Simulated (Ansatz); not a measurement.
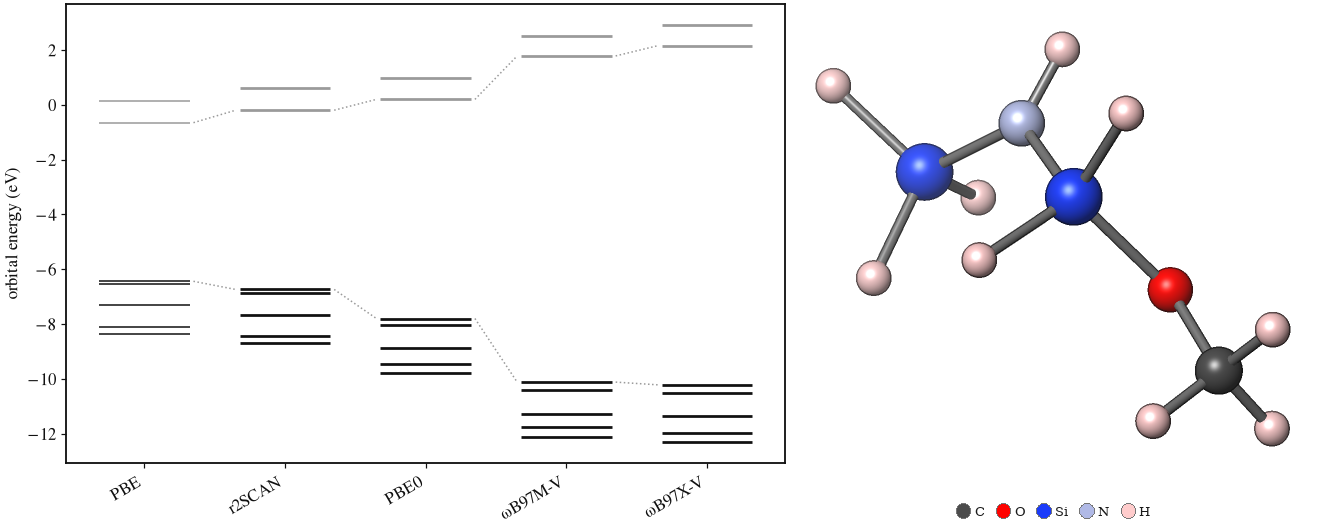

Frontier orbital energies of CH₉NOSi₂, SMILES CO[SiH2]N[SiH3] at one geometry, def2-TZVPP, the Ansatz code 0.2.0, at a PBE0-D4/def2-TZVP geometry (no frequency check). Empty levels are grey, levels within 0.1 eV stand side by side; all columns show the same few orbitals around the gap. Dotted lines join the HOMOs and the LUMOs.

Compare the HOMO-LUMO separations.

The separation grows from 5.79 eV (PBE) to 12.38 eV (ωB97X-V).

| level | HOMO (eV) | LUMO (eV) | separation (eV) |
| --- | --- | --- | --- |
| PBE | −6.44 | −0.65 | 5.79 |
| r2SCAN | −6.74 | −0.20 | 6.54 |
| PBE0 | −7.80 | 0.20 | 8.00 |
| ωB97M-V | −10.12 | 1.78 | 11.90 |
| ωB97X-V | −10.22 | 2.16 | 12.38 |

Caveats, for all or some of the runs: empty levels above zero depend strongly on the basis; one conformer of a flexible molecule.
